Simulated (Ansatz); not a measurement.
**Ti3Al, pressure series**

Consider Ti3Al (space group P6_3/mmc, No. 194; a = 5.755 Å, c = 4.655 Å).

Cell and atoms are relaxed at each pressure.

Level of theory: Ansatz (a program for electronic structure), PBE, PAW, cutoff 420 eV, no spin-orbit coupling, earlier PAW set.

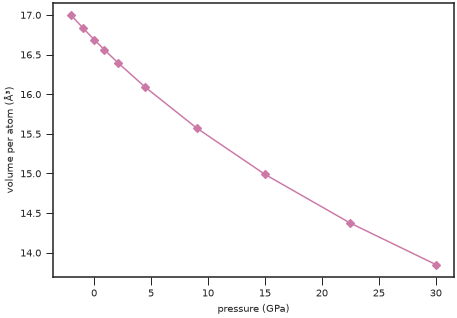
Fig. 1. Volume per atom against pressure

From the plot, what is the volume per atom for pressure −2 GPa?

About 17.0 Å³.

Is the trend monotonic over the range shown?

Yes, it falls throughout, spanning 13.85 Å³ to 17.00 Å³.

Load acts through the strain it causes; cell and atoms are relaxed under it. Stability against distortions was not tested. Competing high-pressure phases were not computed. All final runs are without spin polarisation.
